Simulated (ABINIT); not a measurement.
## GaAs (F-43m): G0W0 with ABINIT, start to end

Wanted: ground state, empty states, screening and self-energy for GaAs (F-43m).

Program: ABINIT 10.8.3. Level of theory: PBE and many-body steps on it, plane waves. Results are calculated unless marked as measured.

**Experimental background.**

- Gap 1.51 eV: band-edge emission energy from PL (direct gap at Gamma); photoluminescence, 633 nm excitation; 77 K; bulk crystal (MBE GaAs matrix around a thin InAs wetting layer on semi-insulating GaAs (100)) (“Photoluminescence of InAs/GaAs quantum dots under direct two-photon excitation”, 2020, pmc:7331710).

- Gap 1.418 ± 0.005 eV: direct gap E0 at Gamma from PR; modulated photoreflectance, low-field lineshape fit; 300 K; bulk crystal (semi-insulating GaAs(001) reference substrate) (“Evidence of valence band perturbations in GaAsN/GaAs(001): A combined variable-angle spectroscopic ellipsometry and modulated photoreflectance investigation”, 2008, arxiv:0805.2212).

- Gap 1.42 eV: fundamental direct gap E0 at Gamma, seen as sharp points in Psi and Delta; spectroscopic ellipsometry; 300 K; bulk crystal (semi-insulating GaAs (100) substrate) (“Ellipsometric study of the Electronic Structure of GaMnAs and LT-GaAs”, 2004, arxiv:cond-mat/0404304).

- Gap 1.412 ± 0.01 eV: direct gap E0 at Gamma from ellipsometry; variable-angle spectroscopic ellipsometry, parametric critical-point fit; 300 K; bulk crystal (semi-insulating GaAs(001) reference substrate with native oxide) (“Evidence of valence band perturbations in GaAsN/GaAs(001): A combined variable-angle spectroscopic ellipsometry and modulated photoreflectance investigation”, 2008, arxiv:0805.2212).

### Step 1. Set-up

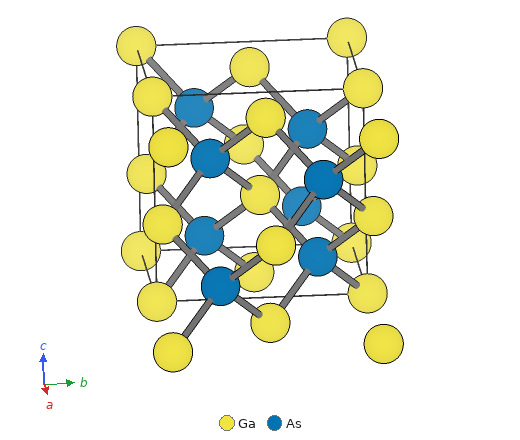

The starting structure, seen slightly off an axis (gallium yellow, arsenic blue). 2×1×1 cells are drawn. This picture shows the conventional cell, with its axes. Bonds to atoms that aren't drawn are left out. Some periodic images of atoms are drawn too.

The cell and positions come from the Crystallography Open Database and are kept as given unless a step says otherwise.

### Step 2. Ground state

This step: ABINIT 10.8.3; DFT, PBE with spin-orbit coupling, plane waves, norm-conserving pseudopotentials.

The ground-state density comes first.

File run.abi:

```
acell 3*1.0 Angstrom
rprim 
  0.000000000000 2.826850000000 2.826850000000
  2.826850000000 0.000000000000 2.826850000000
  2.826850000000 2.826850000000 -0.000000000000
ntypat 2
znucl 31 33
natom 2
typat 1 2
xred 
  0.000000000000 0.000000000000 0.000000000000
  0.250000000000 0.250000000000 0.250000000000
pp_dirpath "pseudos"
pseudos "Ga.upf, As.upf"
ecut 45
nspinor 2
ngkpt 6 6 6
nshiftk 1
shiftk 0 0 0
kptopt 1
chksymbreak 0
nband 54
occopt 1
tolvrs 1e-10
nstep 60
prtwf 0
optforces 0
optstress 0
indata_prefix "in"
outdata_prefix "out"
tmpdata_prefix "tmp"
```

The run is started by

```bash
$ OMP_NUM_THREADS=1 mpirun -n 4 abinit run.abi > log
```

Numbers of over 12 decimals in the logs are rounded to 6 here.

Output:

```text
.Version 10.8.3 of ABINIT. v10.8.2 released Aug 2026.

 Symmetries : space group F-4 3 m (#216); Bravais cF (face-center cubic)
================================================================================
 Values of the parameters that define the memory need of the present run
     intxc =       0    ionmov =       0      iscf =       7    lmnmax =      14
     lnmax =      14     mgfft =      48  mpssoang =       5    mqgrid =    3001
     natom =       2  nloc_mem =       1    nspden =       1   nspinor =       2
    nsppol =       1      nsym =      24    n1xccc =    2501    ntypat =       2
    occopt =       1   xclevel =       2
-    mband =          54        mffmem =           1         mkmem =           4
       mpw =        4477          nfft =      110592          nkpt =          16
================================================================================
  Rough estimation (10% accuracy) of disk space for files :
================================================================================

--------------------------------------------------------------------------------
------------- Echo of variables that govern the present computation ------------
--------------------------------------------------------------------------------
 -outvars: echo values of preprocessed input variables --------
            acell      1.8897261259E+00  1.8897261259E+00  1.8897261259E+00 Bohr

      chksymbreak           0
             ecut      4.50000000E+01 Hartree
-          fftalg         312

              ixc     -101130
              kpt      0.00000000E+00  0.00000000E+00  0.00000000E+00
                       1.66666667E-01  0.00000000E+00  0.00000000E+00
                       3.33333333E-01  0.00000000E+00  0.00000000E+00
                       5.00000000E-01  0.00000000E+00  0.00000000E+00
                       1.66666667E-01  1.66666667E-01  0.00000000E+00
                       3.33333333E-01  1.66666667E-01  0.00000000E+00
                       5.00000000E-01  1.66666667E-01  0.00000000E+00
                      -3.33333333E-01  1.66666667E-01  0.00000000E+00
                      -1.66666667E-01  1.66666667E-01  0.00000000E+00
   [... 5 further rows ...]
                      -3.33333333E-01  3.33333333E-01  1.66666667E-01
                      -3.33333333E-01  5.00000000E-01  1.66666667E-01
         kptrlatt        6    0    0      0    6    0      0    0    6
          kptrlen      4.53281381E+01
P           mkmem           4
            natom           2
            nband          54
            ngfft          48      48      48
             nkpt          16
          nspinor           2
            nstep          60
             nsym          24
           ntypat           2
              occ      1.000000  1.000000  1.000000  1.000000  1.000000  1.000000
                       1.000000  1.000000  1.000000  1.000000  1.000000  1.000000
                       1.000000  1.000000  1.000000  1.000000  1.000000  1.000000
                       1.000000  1.000000  1.000000  1.000000  1.000000  1.000000
                       1.000000  1.000000  1.000000  1.000000  1.000000  1.000000
                       1.000000  1.000000  1.000000  1.000000  1.000000  1.000000
                       1.000000  1.000000  1.000000  1.000000  1.000000  1.000000
                       1.000000  1.000000  0.000000  0.000000  0.000000  0.000000
                       0.000000  0.000000  0.000000  0.000000  0.000000  0.000000
        optforces           0
        optstress           0
            prtwf           0
            rprim      0.0000000000E+00  2.8268500000E+00  2.8268500000E+00
[...]
spgroup         216

           tolvrs      1.00000000E-10

             xred      0.0000000000E+00  0.0000000000E+00  0.0000000000E+00
[...]
znucl       31.00000   33.00000

================================================================================

 chkinp: Checking input parameters for consistency.

================================================================================
== DATASET  1 ==================================================================
-   mpi_nproc: 4, omp_nthreads: 1 (-1 if OMP is not activated)

--- !DatasetInfo
iteration_state: {dtset: 1, }
dimensions: {natom: 2, nkpt: 16, mband: 54, nsppol: 1, nspinor: 2, nspden: 1, mpw: 4477, }
cutoff_energies: {ecut:  45.0, pawecutdg:  -1.0, }
electrons: {nelect:   4.40000000E+01, charge:   0.00000000E+00, occopt:   1.00000000E+00, tsmear:   1.00000000E-02, }

 Real(R)+Recip(G) space primitive vectors, cartesian coordinates (Bohr,Bohr^-1):
 R(1)=  0.0000000  5.3419723  5.3419723  G(1)= -0.0935984  0.0935984  0.0935984
 R(2)=  5.3419723  0.0000000  5.3419723  G(2)=  0.0935984 -0.0935984  0.0935984
 R(3)=  5.3419723  5.3419723  0.0000000  G(3)=  0.0935984  0.0935984 -0.0935984
 Unit cell volume ucvol=  3.0488418E+02 bohr^3
 Angles (23,13,12)=  6.00000000E+01  6.00000000E+01  6.00000000E+01 degrees

 getcut: wavevector=  0.0000  0.0000  0.0000  ngfft=  48  48  48
         ecut(hartree)=     45.000   => boxcut(ratio)=   2.10404

--- Pseudopotential description ------------------------------------------------
- Ga Generated using ONCVPSP code by D. R. Hamann
- 31.00000  21.00000  180506                  znucl, zion, pspdat
12 -101130 2 -1 1926                          pspcod,pspxc,lmax,lloc,mmax
     nproj     2     3     2     0
     spin-orbit psp
        nprojso     4     3     0
  pspatm : epsatm=   21.86199699
         --- l  ekb(1:nproj) -->
[...]
1   -5.676217   -1.349810   -0.000026
[...]
spin-orbit 1    0.211857    0.072172   -0.001103   -0.000023
  spin-orbit 2    0.017944    0.011148   -0.000068
 pspatm: atomic psp has been read  and splines computed

- As Generated using ONCVPSP code by D. R. Hamann
- 33.00000  23.00000  180506                  znucl, zion, pspdat
12 -101130 2 -1 1358                          pspcod,pspxc,lmax,lloc,mmax
     nproj     2     2     2     0
     spin-orbit psp
        nprojso     4     3     0
  pspatm : epsatm=   24.77999478
         --- l  ekb(1:nproj) -->
[...]
2  -10.102843   -4.354352
  spin-orbit 1    0.215873    0.096617   -0.000767   -0.000075
  spin-orbit 2    0.018130    0.013569   -0.000026
 pspatm: atomic psp has been read  and splines computed

   2.05224764E+03                                ecore*ucvol(ha*bohr**3)
--------------------------------------------------------------------------------

_setup2: Arith. and geom. avg. npw (full set) are    4396.153    4396.130

================================================================================

--- !BeginCycle
iteration_state: {dtset: 1, }
solver: {iscf: 7, nstep: 60, nline: 4, wfoptalg: 0, }
tolerances: {tolvrs: 1.00E-10, }

     iter   Etot(hartree)      deltaE(h)  residm     vres2
 ETOT  1  -550.24352656838    -5.502E+02 1.227E+00 2.714E+03
 ETOT  2  -552.79028758499    -2.547E+00 8.523E-02 4.971E+03
 ETOT  3  -553.42465839845    -6.344E-01 4.553E-02 6.892E+02
 ETOT  4  -553.47165589099    -4.700E-02 4.075E-02 3.144E+02
 ETOT  5  -553.50780824859    -3.615E-02 6.373E-03 2.630E+01
 ETOT  6  -553.51032386770    -2.516E-03 2.599E-03 4.992E+00
 ETOT  7  -553.51092483196    -6.010E-04 4.824E-04 3.190E-01
 ETOT  8  -553.51096604375    -4.121E-05 1.767E-04 5.300E-03
 ETOT  9  -553.51096669249    -6.487E-07 2.976E-05 1.488E-03
 ETOT 10  -553.51096690592    -2.134E-07 1.079E-05 1.701E-07
 ETOT 11  -553.51096690617    -2.519E-10 2.099E-06 3.225E-09
 ETOT 12  -553.51096690616     6.253E-12 7.117E-07 1.670E-09
 ETOT 13  -553.51096690615     8.185E-12 6.556E-07 1.084E-10
 ETOT 14  -553.51096690608     7.128E-11 4.976E-08 1.943E-12

 At SCF step   14       vres2   =  1.94E-12 < tolvrs=  1.00E-10 =>converged.

--- !ResultsGS
iteration_state: {dtset: 1, }
comment   : Summary of ground state results
lattice_vectors:
- [  0.0000000,   5.3419723,   5.3419723, ]
- [  5.3419723,   0.0000000,   5.3419723, ]
- [  5.3419723,   5.3419723,  -0.0000000, ]
lattice_lengths: [   7.55469,    7.55469,    7.55469, ]
lattice_angles: [ 60.000,  60.000,  60.000, ] # degrees, (23, 13, 12)
lattice_volume:   3.0488418E+02
convergence: {deltae:  7.128E-11, res2:  1.943E-12, residm:  4.976E-08, diffor:  0.000E+00, }
etotal    :  -5.53510967E+02
entropy   :   0.00000000E+00
fermie    :   2.12385836E-01
cartesian_stress_tensor: null
pressure_GPa: null
xred      :
- [  0.0000E+00,   0.0000E+00,   0.0000E+00, Ga]
- [  2.5000E-01,   2.5000E-01,   2.5000E-01, As]
cartesian_forces: null
force_length_stats: {min: null, max: null, mean: null, }

 Integrated electronic density in atomic spheres:
 ------------------------------------------------
 Atom  Sphere_radius  Integrated_density
    1        2.00000         18.80814870
    2        2.00000         20.37359392
================================================================================

 ----iterations are completed or convergence reached----

 Mean square residual over all n,k,spin=   14.970E-11; max=  49.764E-09
 reduced coordinates (array xred) for    2 atoms
       0.000000000000      0.000000000000      0.000000000000
       0.250000000000      0.250000000000      0.250000000000
 rms dE/dt=  0.0000E+00; max dE/dt=  0.0000E+00; dE/dt below (all hartree)
    1       0.000000000000      0.000000000000      0.000000000000
    2       0.000000000000      0.000000000000      0.000000000000

 cartesian coordinates (angstrom) at end:
    1      0.000000     0.000000     0.000000
    2      1.413425     1.413425     1.413425
 length scales=  1.889726125908  1.889726125908  1.889726125908 bohr
              =  1.000000000000  1.000000000000  1.000000000000 angstroms
 prteigrs : about to open file out_EIG
 Fermi (or HOMO) energy (hartree) =   0.21239   Average Vxc (hartree)=  -0.36656
 Eigenvalues (hartree) for nkpt=  16  k points:
 kpt#   1, nband= 54, wtk=  0.00463, kpt=  0.0000  0.0000  0.0000 (reduced coord)
  -6.58142   -6.58142   -5.07700   -5.07700   -4.62520   -4.62520   -4.44063   -4.44063
  -4.44063   -4.44063   -3.35426   -3.35426   -3.22093   -3.22093   -3.22093   -3.22093
  -1.09936   -1.09936   -1.09936   -1.09936   -1.07278   -1.07278   -1.07257   -1.07257
  -1.07257   -1.07257   -0.34566   -0.34566   -0.34566   -0.34566   -0.33000   -0.33000
  -0.32810   -0.32810   -0.32810   -0.32810   -0.25944   -0.25944    0.20013    0.20013
   0.21239    0.21239    0.21239    0.21239    0.22715    0.22715    0.34106    0.34106
   0.34787    0.34787    0.34787    0.34787    0.48745    0.48745
 prteigrs : prtvol=0 or 1, do not print more k-points.

--- !EnergyTerms
iteration_state     : {dtset: 1, }
comment             : Components of total free energy in Hartree
kinetic             :  2.56527647344679E+02
hartree             :  2.39308721505524E+02
xc                  : -5.35064643302510E+01
Ewald energy        : -2.44384754666974E+02
psp_core            :  6.73123687563991E+00
local_psp           : -6.21617193757759E+02
non_local_psp       : -1.36570159876942E+02
total_energy        : -5.53510966906083E+02
total_energy_eV     : -1.50618007118678E+04
band_energy         : -8.39938719806383E+01

== END DATASET(S) ==============================================================
================================================================================

 -outvars: echo values of variables after computation  --------
           etotal     -5.5351096691E+02
            nband          54
             nkpt          16
          spgroup         216
 [... the other variables as echoed above ...]

 Calculation completed.
```

Run time: 2.8 min. Hardware: 4 MPI ranks of Intel Xeon Platinum 8375C at 2.90GHz (Ice Lake), shared host; peak memory 0.5 GiB; 11 min of CPU time.

Numbers from this step:

* total energy: -15061.8007 eV
* gap: 0.4016 eV
* k of the valence top: 0, 0, 0
* k of the conduction bottom: 0, 0, 0
* least direct gap: 0.4016 eV

The gap is direct, at Γ.

[end of part 1 of 3]

[Paths, hosts, dates, memory and timing lines, banners, echoed tables and standing remarks are left out of the program output.]

[Logs are printed without paths, hosts, clocks, repeated set-up lines and the standing remarks that a program may print on its own settings, such as how far it seeks lower states.]

[Runs of the session that timed out or met a known fault of the program may be left out.]

[Hosts, paths, dates, database ids (printed as entryN), source tags and the programs' standing remarks are cut or masked in the printed files.]

[G0W0 gaps are taken among the corrected bands and points alone; a level outside them can change the order at an edge.]

[Where Ansatz stands beside ABINIT at settings called matched, ABINIT's density can come from a denser mesh and the files from another edition; pairs whose starting gaps differed by over 0.03 eV were left out, so agreement reads better than it is.]
